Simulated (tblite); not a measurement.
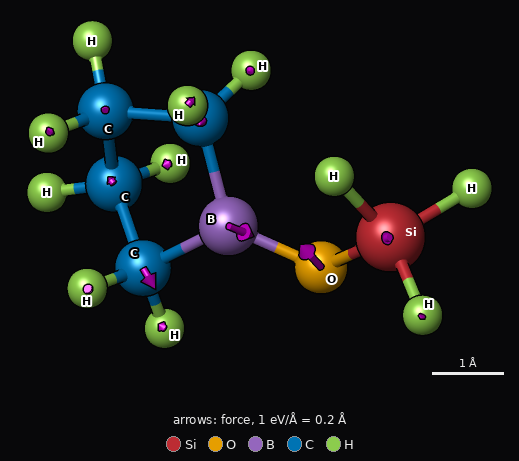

Starting geometry of C4H11BOSi with the computed forces as purple arrows. The picture is a ball-and-stick view, seen from a free direction.

Computed with tblite, GFN2-xTB geometry optimisation, gas phase. 

**Is this structure relaxed? If not, where do the atoms go?**

It isn't relaxed: the largest force vector, on the O atom, is 3.40 eV/Å. The final displacements have little in common with the starting forces (cosine between the two patterns 0.24). The atom that moves furthest after the best rigid fit is an H atom (0.93 Å). By element the largest moves are H 0.93 Å, O 0.71 Å, C 0.36 Å, Si 0.31 Å, B 0.27 Å. Among the contacts that change: B–O 1.452 → 1.318 Å, O–Si 1.709 → 1.611 Å, C–C 1.504 → 1.537 Å, C–H 1.108 → 1.092 Å. Among the angles between lasting bonds that change: Si–O–B 113.5° → 157.5°, O–Si–H 115.0° → 104.3°, B–C–H 107.7° → 116.0°. The energy falls by 108.4 kJ/mol in 127 geometry steps.
